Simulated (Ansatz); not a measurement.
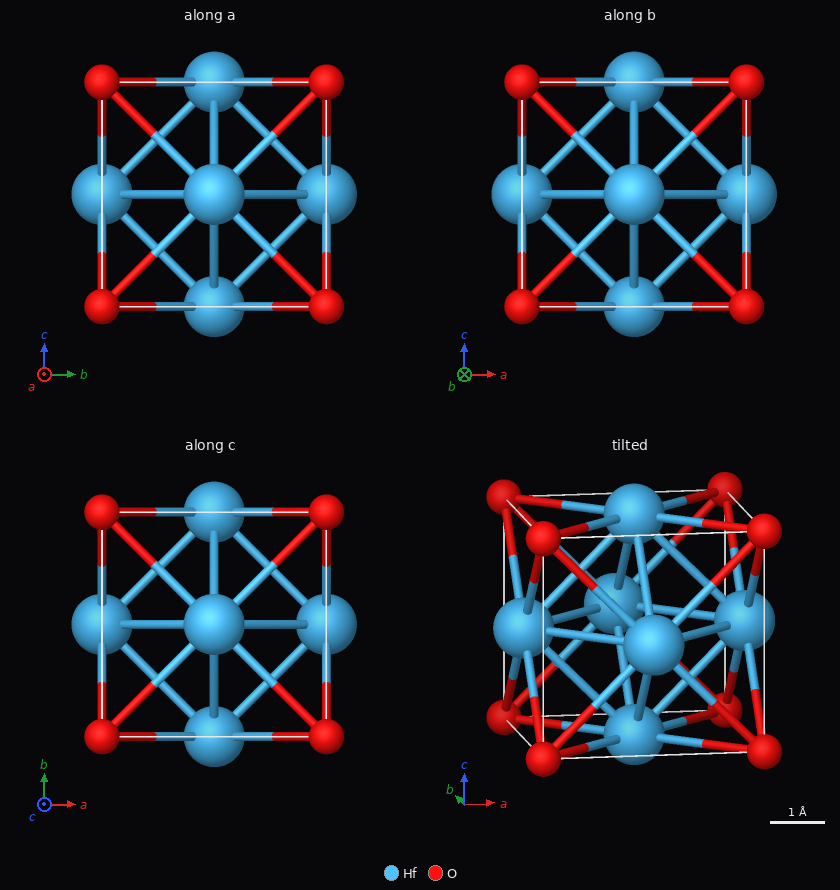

The crystal in a ball-and-stick representation, seen along the a axis, along the b axis, along the c axis and slightly off an axis. The wireframe shows the conventional unit cell.

Lattice parameters: a = 4.2171 Å, b = 4.2171 Å, c = 4.2171 Å, α = 90.000°, β = 90.000°, γ = 90.000°.

Express the structure as a CIF in P1 with every atom of the cell.

Answer.
```cif
data_structure
_symmetry_space_group_name_H-M 'P 1'
_symmetry_Int_Tables_number 1
_cell_length_a 4.2171
_cell_length_b 4.2171
_cell_length_c 4.2171
_cell_angle_alpha 90.000
_cell_angle_beta 90.000
_cell_angle_gamma 90.000
_cell_volume 74.99
loop_
_atom_site_label
_atom_site_type_symbol
_atom_site_fract_x
_atom_site_fract_y
_atom_site_fract_z
_atom_site_occupancy
Hf1 Hf 0.0000 0.5000 0.5000 1
Hf2 Hf 0.5000 0.0000 0.5000 1
Hf3 Hf 0.5000 0.5000 0.0000 1
O1 O 0.0000 0.0000 0.0000 1
```

The cell started as a structure type filled with these elements by a generator (whether the compound takes this form wasn't checked). Relaxation method: Ansatz 0.2.0, DFT PBE, scalar-relativistic, plane waves, PAW.
